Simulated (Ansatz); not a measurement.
# Bilayer T-PtSe2 in a field along the normal: induced dipole (PBEsol)

A gate puts a field across bilayer T-PtSe2. How large is the induced dipole, and what happens to the gap?

All values are computed: Ansatz 0.2.0, PBEsol, plane waves, no spin–orbit coupling; sawtooth field with a dipole correction, atoms held at their zero-field places, cell area 12.01 Å². The field is the one in the vacuum. Energy changes count from the zero-field run.

| field (V/Å) | dipole (e·Å) | energy change (meV) | gap on the path (eV) |
| --- | --- | --- | --- |
| 0.05 | 0.031 | -0.8 | 0.14 |
| 0.1 | 0.062 | -3.1 | 0.14 |
| 0.2 | ? | ? | ? |
| 0.3 | 0.186 | -27.9 | 0.14 |
| 0.4 | 0.249 | -49.7 | 0.14 |

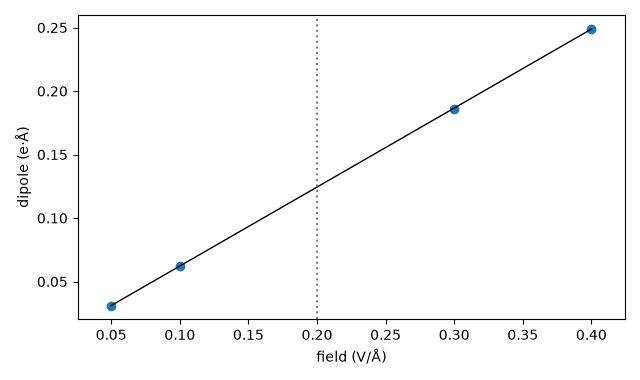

The shown rows (points), the fit (line) and the place of the withheld row (dotted).

**Fit.** A least-squares line through the shown values, as rounded, is dipole = 0.000 + 0.622 × field (V/Å); it misses them by 0.001 e·Å at most. The fit misses the rows by 0.000 e·Å on average, and their plain mean by 0.085 e·Å, so the fit does better. The slope is the electronic polarisability of the cell, α = 0.622 e·Å²/V. It also sets the energy, −αF²/2 for a sheet without a dipole of its own: -49.8 meV at 0.4 V/Å. From the weakest to the strongest field the gap on the path changes by +0.00 eV.

**The withheld row.** The prediction is 0.000 + 0.622 × (0.2) = 0.124 e·Å. The run gave dipole 0.124 e·Å, energy change -12.4 meV, gap on the path 0.14 eV. The miss in dipole is +0.000 e·Å, within the scatter of the fitted rows. The mean of the shown rows would have missed by -0.008 e·Å.

Ions don't move, so the lattice part of the screening is missing; semilocal functionals overestimate polarisabilities somewhat.
